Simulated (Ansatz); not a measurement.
**F5H2STa: density, localisation and related maps**

Input file:

```
crystal:
  periodic: [false, false, false]
  atoms:
    - { symbol: Ta, position_ang: [-0.516202, -0.43678, 0.316793] }
    - { symbol: F, position_ang: [2.528925, 0.229436, 0.185156] }
    - { symbol: F, position_ang: [-0.309945, 0.191759, 2.086023] }
    - { symbol: F, position_ang: [-0.196878, -1.246965, -1.363506] }
    - { symbol: F, position_ang: [-0.17149, 1.268313, -0.38259] }
    - { symbol: F, position_ang: [-2.333357, -0.827565, 0.403275] }
    - { symbol: S, position_ang: [0.837068, -2.308927, 1.231174] }
    - { symbol: H, position_ang: [0.929227, -2.991541, 0.053301] }
    - { symbol: H, position_ang: [2.673853, -0.57293, 0.641674] }
basis:
  gaussian: { orbitals: def2-SVP }
hamiltonian:
  xc: pbe
  dispersion: d4
relax:
  f_tol: 0.03
  max_steps: 50
output:
  orbitals: {}
```

Run with:

```sh
ansatz run input.yaml --threads 4 --pin off --max-ram 5120MiB --backend cpu --events-out ev --progress --plain --runs-dir out
```

The fields are those of the run's last geometry, not of the input's.

Core potentials replace the inner electrons of Ta.

Level of theory: RKS PBE-D4/def2-SVP in Ansatz.

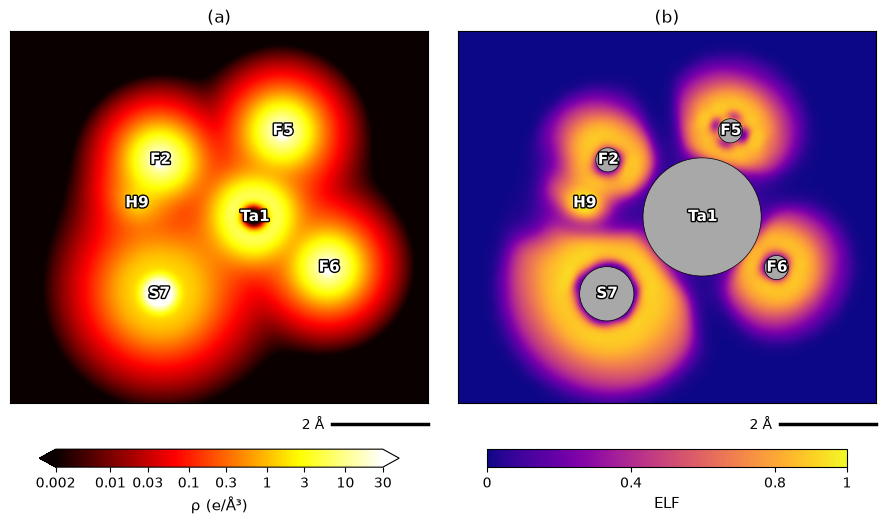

Figure 1. (a) electron density; (b) ELF on the plane of atoms F5, Ta1 and H9. Grey discs cover the atomic cores in the ELF map.

Q: Read the bonding off the picture.

A: The plane passes through Ta, F, S and H nuclei. Ta–F (1.86 Å): the density is about 1 e/Å³ at the midpoint; the ELF peaks at about 0.85 in the valence shell of F, 0.5 Å from its nucleus, and drops to about 0.20 between the two atoms. Ta–S (2.54 Å): ρ at the midpoint is about 0.5 e/Å³; the ELF peaks at about 0.90 in the valence shell of S, 0.9 Å from its nucleus, and is about 0.55 at the midpoint. F–H (1.02 Å): ρ at the midpoint is about 3.8 e/Å³; the ELF climbs to about 0.95 towards the hydrogen, as it does in any bond to H. Ta–H (2.45 Å): ρ at the midpoint is about 0.26 e/Å³; the ELF climbs to about 0.85 towards the hydrogen.

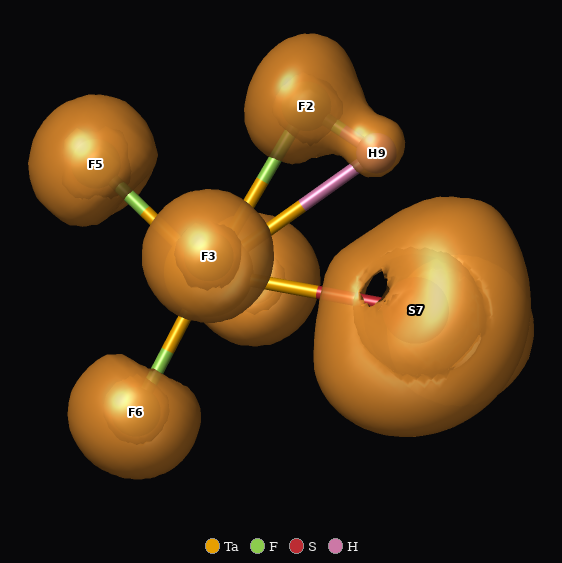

Figure 2. Isosurface of the ELF at 0.75 (orange), seen at a tilt. Core shells and regions of very low density are left out.

Q: Where are the electrons localised?

A: The ELF exceeds this value in four regions wrapped around F (the valence shell of each), one joined region spread over several atoms (F, H), in which their bonds and any lone pairs are merged and one joined region spread over several atoms (H, S), in which their bonds and any lone pairs are merged.

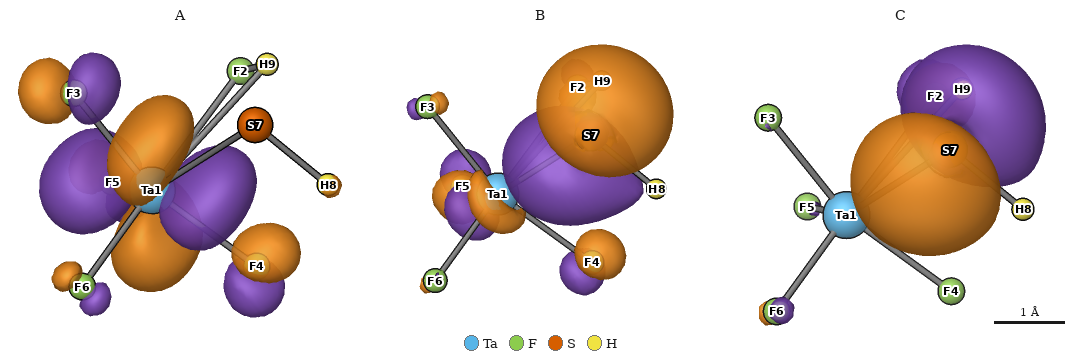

Figure 3. Three frontier orbitals at ±0.15 Å⁻³ᐟ² (orange and purple are the two phases), in no order.

Q: Order the three orbitals by energy and name them.

A: B is the HOMO−1 (−8.01 eV). It lies mainly on S7 (about 70 %) and Ta1 (about 15 %); largely a lone pair of S7. C is the HOMO (−7.48 eV). It lies mainly on S7 (about 75 %) and F2 (about 10 %); largely a lone pair of S7. A is the LUMO (−3.60 eV). It lies mainly on Ta1 (about 65 %), F3 (about 10 %) and F4 (about 10 %).

Q: What is the HOMO–LUMO gap?

A: 3.88 eV between the orbital energies.

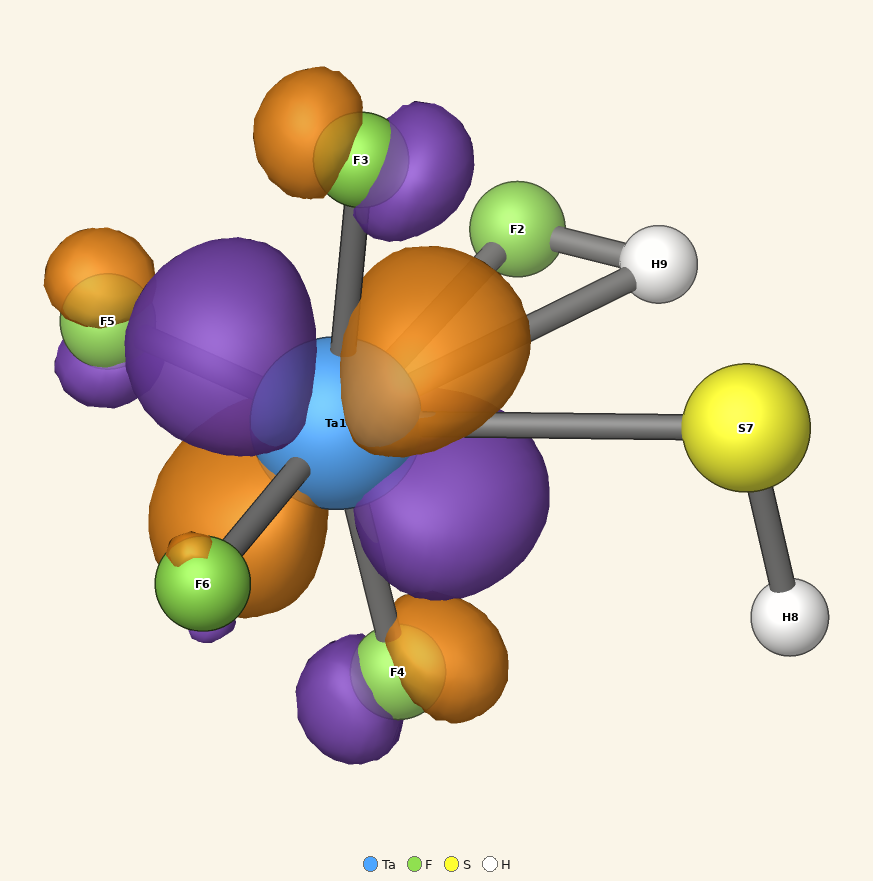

Figure 4. The LUMO at ±0.2 Å⁻³ᐟ² (orange and purple are the two phases), seen at a tilt.

Q: Where does this orbital lie, and at what energy?

A: By Hirshfeld shares it lies mainly on Ta1 (about 65 %), F3 (about 10 %) and F4 (about 10 %). Its energy is −3.60 eV.
